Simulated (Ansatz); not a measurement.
# Ir: stress in a strained cell

Ir is deformed so: equal xx and yy strain of +1 %. What stress and forces result, by LAPW, PAW and all-electron datasets made for the crystal?

Method: DFT PBEsol, scalar-relativistic, in Ansatz 0.2.0.

2 further runs of the same task are left out: 2 set aside as unsound or not needed.

### 1 The system as given

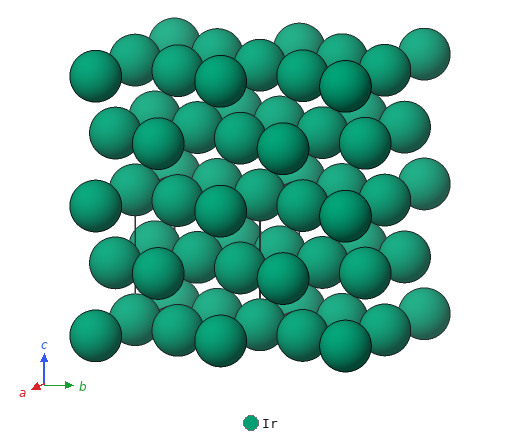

The starting structure, seen slightly off an axis (iridium teal). 2×2×2 cells are drawn. Atoms on the faces are drawn again on the opposite ones. The cell drawn here is the conventional one.

As a file:

```cif
data_structure
_symmetry_space_group_name_H-M 'Fm-3m'
_symmetry_Int_Tables_number 225
_cell_length_a 3.8394
_cell_length_b 3.8394
_cell_length_c 3.8394
_cell_angle_alpha 90.000
_cell_angle_beta 90.000
_cell_angle_gamma 90.000
_cell_volume 56.60
loop_
_atom_site_label
_atom_site_type_symbol
_atom_site_symmetry_multiplicity
_atom_site_Wyckoff_symbol
_atom_site_fract_x
_atom_site_fract_y
_atom_site_fract_z
_atom_site_occupancy
Ir1 Ir 4 a 0.00000 0.00000 0.00000 1
```

The file gives the conventional cell by its symmetry; the runs use the cell typed in the input.

### 2 After the deformation

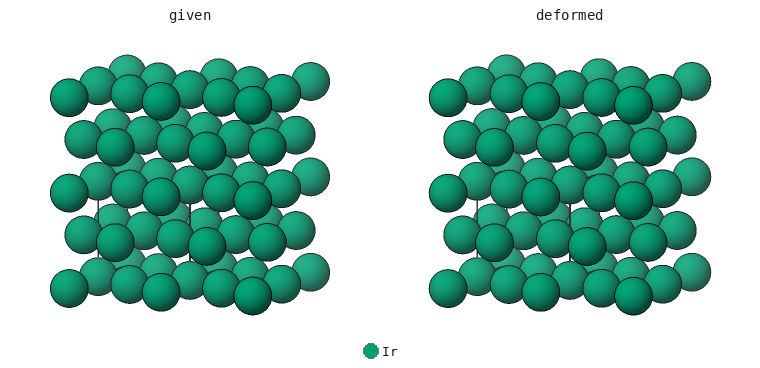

Given and deformed, at one scale.

Space group Fm-3m before, I4/mmm after.

### 3 Full-potential LAPW

input.yaml

```yaml
crystal:
  lattice:
    - [0.0, 1.938897, 1.9197]
    - [1.938897, 0.0, 1.9197]
    - [1.938897, 1.938897, 0.0]
  atoms:
    - { symbol: Ir, position: [0.0, 0.0, 0.0] }
kpoints:
  mp_grid: { grid: [18, 18, 18] }
  band_path:
    path:
      - [0.0, 0.0, 0.0]
      - [0.0, 0.5, 0.5]
      - [0.25, 0.75, 0.5]
      - [0.0, 0.5, 0.0]
      - [0.0, 0.0, 0.0]
      - [0.5, 0.5, 0.0]
      - [0.3775125, 0.6224875, 0.0]
      - [-0.3775125, 0.3775125, 0.0]
      - [0.0, 0.0, 0.0]
    npoints: 5
scf:
  occupations: { method: fermi_dirac, width: 0.05 }
hamiltonian:
  xc: pbesol
  pseudopotentials: { kind: all_electron, lapw: { basis_error: 0.0005 } }
output:
  forces: true
  stress: true
  eigenvalues: true
```

On the command line:

```console
$ ansatz run input.yaml --threads 1 --pin off --max-ram 3072MiB --backend cpu --events-out ev --progress --plain --runs-dir out
```

The log of the run, shortened:

```text
LAPW: plane waves up to 8.885 Å⁻¹, error target 5.0e-4 eV per atom; small_component_spin mean_spin; Ir in spheres of 1.364 Å, 41 of its electrons in bands, Dirac shells []
[...]
Pseudopotentials: kind: all_electron
Pseudopotential: Ir, LAPW, valence charge 41, Koelling and Harmon's equation, gaussian nucleus
Functional definition: PBEsol
[...]
Crystal: 1 atoms, lattice volume = 14.434 Å³
Basis set: ecut = 300.7417205272645 eV, 169 PW (Γ), exchange–correlation at level 2
Bands: 25, of which v1, the nominal top of the filled ones, is band 21 counted from 1 (20 counted from 0)
Symmetry: 16 space group operations
Space group: I4/mmm (ITA 139), of the structure as read, at distance tolerance 2.4e-5 Å
k-points: 480 of 5832
[...]
SCF iter   1: F=—  HF=-484889.806931 eV  |F-HF|=—  |Δ(HF+E_count)|=         —  Δρ=1.80e-2  dr2=1.91e-2  ethr=4.61e-5  ⟨swp⟩=3.2  Hψ=77984  notcnv=0
[...]
the basis was enlarged: its passes take 1022.2 KiB over the memory plan, 1 of 1 planned eigensolver slots
[...]
SCF iter   8: F=-484889.718355 eV  HF=-484889.718355 eV  |F-HF|=9.90e-9  |Δ(HF+E_count)|=   5.44e-8  Δρ=1.13e-5  dr2=1.60e-8  ethr=7.68e-10  ⟨swp⟩=2.0  Hψ=34818  notcnv=0
[...]
NSCF: frozen V_eff on 41 k-points
SCF converged after 8 iterations
Free energy (F): -484889.718355 eV
[...]
E sigma→0 (E₀):  -484889.714149 eV
Entropy (-TS):   -0.008413 eV (-8.413 meV/atom)
Fermi energy:    31.095294 eV
[...]
--- Forces (eV/Å), atoms counted from 1 ---
  atom   1  Ir    -0.00000000     0.00000000     0.00000000
[...]
--- Stress (GPa, compression-positive) ---
      -10.974849       0.000000       0.000000
        0.000000     -10.974849      -0.000000
        0.000000      -0.000000      -7.298627
  P = ⅓ Tr σ = -9.7494 GPa (-97.494 kbar)
--- Band table (eV; the first three rows and the last of 480) ---
  k-point 0: bands = ["-254.2502", "-254.2497", "-254.2497", "-254.2098", "-254.2073", "-61.7780", "-26.1523", "-26.1130", "-26.1122", "-26.1122", "-26.0968", "-26.0968", "-26.0948", "-18.2455", "-18.2455", "-18.2361", "20.0998", "27.2396", "27.2396", "27.3655", "29.8280", "29.9958", [...]
[...]
```

Run time: 59 s. Hardware: 1 thread of Arm Neoverse V2, shared host; peak memory 0.77 GiB.

In short: pressure -9.75 GPa; no gap.

### 4 PAW with frozen cores

input.yaml

```yaml
crystal:
  lattice:
    - [0.0, 1.938897, 1.9197]
    - [1.938897, 0.0, 1.9197]
    - [1.938897, 1.938897, 0.0]
  atoms:
    - { symbol: Ir, position: [0.0, 0.0, 0.0] }
kpoints:
  mp_grid: { grid: [18, 18, 18] }
scf:
  occupations: { method: fermi_dirac, width: 0.05 }
hamiltonian:
  xc: pbesol
  pseudopotentials: { kind: paw }
output:
  forces: true
  stress: true
  eigenvalues: true
  efg: { contact_densities: true }
```

On the command line:

```console
$ ansatz run input.yaml --threads 1 --pin off --max-ram 3072MiB --backend cpu --events-out ev --progress --plain --runs-dir out
```

The log of the run, shortened:

```text
Ir: output.efg is read without spin–orbit coupling, which moves field gradients at and beside such atoms by some per cent and up to a factor of two; PAW files take it under magnetization.noncollinear and magnetization.spin_orbit
[...]
Pseudopotentials: kind: paw
Pseudopotential: Ir, paw, valence charge 17, recommended cutoff 420 eV (normal)
[... 1 set-up line as earlier in the session ...]
[...]
Crystal: 1 atoms, lattice volume = 14.434 Å³
Basis set: ecut = 420 eV, 283 PW (Γ), exchange–correlation on 40×40×40 points (8 copies of the dense FFT grid, shifted against one another)
Bands: 13, of which v1, the nominal top of the filled ones, is band 9 counted from 1 (8 counted from 0)
[... 2 set-up lines as earlier in the session ...]
k-points: 480 of 5832
[...]
SCF converged after 6 iterations
Free energy (F): -11799.026943 eV
[...]
E sigma→0 (E₀):  -11799.022738 eV
Entropy (-TS):   -0.008411 eV (-8.411 meV/atom)
Fermi energy:    25.041294 eV
[...]
--- Forces (eV/Å), atoms counted from 1 ---
  atom   1  Ir     0.00000000    -0.00000000     0.00000000
[...]
--- Stress (GPa, compression-positive) ---
      -10.945981       0.000000      -0.000000
        0.000000     -10.945981      -0.000000
       -0.000000      -0.000000      -7.269085
  P = ⅓ Tr σ = -9.7203 GPa (-97.203 kbar)
--- PAW observables at the nuclei: V_zz in 10²¹ V/m², potentials from the cell's mean, atoms counted from 1 ---
  atom   1  Ir V_zz =    -0.788516   η = 0.0000   by run symmetry: allowed
            electrostatic potential = -15797.458849 V   contact ρ = 11152091.113493 e/Å³
--- Band table (eV; the first three rows and the last of 480) ---
  k-point 0: bands = ["-67.8279", "-24.2985", "-24.2985", "-24.2889", "14.0408", "21.1830", "21.1830", "21.3089", "23.7731", "23.9410", "38.6374", "43.9227", "43.9227"]
[...]
```

Run time: 4.9 s. Hardware: 1 thread of Arm Neoverse V2, shared host; peak memory 0.4 GiB.

This run gives: pressure -9.72 GPa; no gap; Vzz Ir -0.79 (η = 0.00) (10²¹ V/m²).

### 5 Datasets made for this crystal

input.yaml: that of step 4 with these lines changed.

```diff
@@ -13,3 +13,3 @@
   xc: pbesol
-  pseudopotentials: { kind: paw }
+  pseudopotentials: { kind: all_electron, datasets: crystal }
 output:
```

On the command line:

```console
$ ansatz run input.yaml --threads 1 --pin off --max-ram 3072MiB --backend cpu --events-out ev --progress --plain --runs-dir out
```

The log of the run, shortened:

```text
[...]
Ir: output.efg is read without spin–orbit coupling, which moves field gradients at and beside such atoms by some per cent and up to a factor of two; PAW files take it under magnetization.noncollinear and magnetization.spin_orbit
[...]
[... 1 set-up line as earlier in the session ...]
Pseudopotential: Ir, paw, valence charge 17, recommended cutoff 300 eV (normal), Koelling and Harmon's equation, gaussian nucleus
[... 1 set-up line as earlier in the session ...]
[...]
Crystal: 1 atoms, lattice volume = 14.434 Å³
Basis set: ecut = 300 eV, 169 PW (Γ), exchange–correlation on 32×32×32 points (8 copies of the dense FFT grid, shifted against one another)
Bands: 13, of which v1, the nominal top of the filled ones, is band 9 counted from 1 (8 counted from 0)
[... 2 set-up lines as earlier in the session ...]
k-points: 480 of 5832
[...]
In the spheres:  the bands' charges fall short by 3.3e-7 e at most (sound up to 1e-3)
Fermi energy:    31.095283 eV
[...]
  The terms above E_closure are by the made datasets' own strengths, without shells solved beside the bands.
--- Forces (eV/Å), atoms counted from 1 ---
  atom   1  Ir     0.00000000     0.00000000    -0.00000000
[...]
--- Stress (GPa, compression-positive) ---
      -10.972120       0.000000      -0.000000
        0.000000     -10.972120      -0.000000
        0.000000      -0.000000      -7.296316
  P = ⅓ Tr σ = -9.7469 GPa (-97.469 kbar)
--- PAW observables at the nuclei: V_zz in 10²¹ V/m², potentials from the cell's mean, atoms counted from 1 ---
  atom   1  Ir V_zz =    -0.788083   η = 0.0000   by run symmetry: allowed
            electrostatic potential = -15794.511332 V   contact ρ = 11145724.800064 e/Å³
--- Band table (eV; the first three rows and the last of 480) ---
  k-point 0: bands = ["-61.7780", "-18.2454", "-18.2454", "-18.2361", "20.0998", "27.2396", "27.2396", "27.3656", "29.8280", "29.9957", "44.6867"]
[...]
```

It took 18 s on 1 thread of Arm Neoverse V2, shared host; peak memory 0.61 GiB.

This run gives: pressure -9.75 GPa; no gap; Vzz Ir -0.79 (η = 0.00) (10²¹ V/m²).

### 6 Stress and forces compared

Stress (GPa, compression positive):

| method | xx | yy | zz | yz | xz | xy |
| --- | --- | --- | --- | --- | --- | --- |
| LAPW, undeformed (earlier run) | -2.72 | -2.72 | -2.72 | 0.00 | 0.00 | 0.00 |
| LAPW | -10.97 | -10.97 | -7.30 | 0.00 | 0.00 | 0.00 |
| PAW | -10.95 | -10.95 | -7.27 | 0.00 | 0.00 | 0.00 |
| crystal datasets | -10.97 | -10.97 | -7.30 | 0.00 | 0.00 | 0.00 |

| method | pressure (GPa) | Vzz Ir (10²¹ V/m²) | SCF cycles, all passes |
| --- | --- | --- | --- |
| LAPW | -9.75 | – | 8 |
| PAW | -9.72 | -0.79 | 6 |
| crystal datasets | -9.75 | -0.79 | 7 |

### 7 Outcome

| quantity | value |
| --- | --- |
| pressure | LAPW -9.75, PAW -9.72, crystal datasets -9.75 GPa |
| largest shear or deviatoric stress (LAPW) | 2.45 GPa |

**Reading.** Against the undeformed cell the largest change of stress is -8.25 GPa, in the xx component (others tie with it). PAW: stress within 0.03 GPa of LAPW. Crystal datasets: stress within 0.01 GPa of LAPW. Spin-orbit coupling is left out, though the cell holds Ir; in elements this heavy it can shift bands and gaps by tenths of an eV.
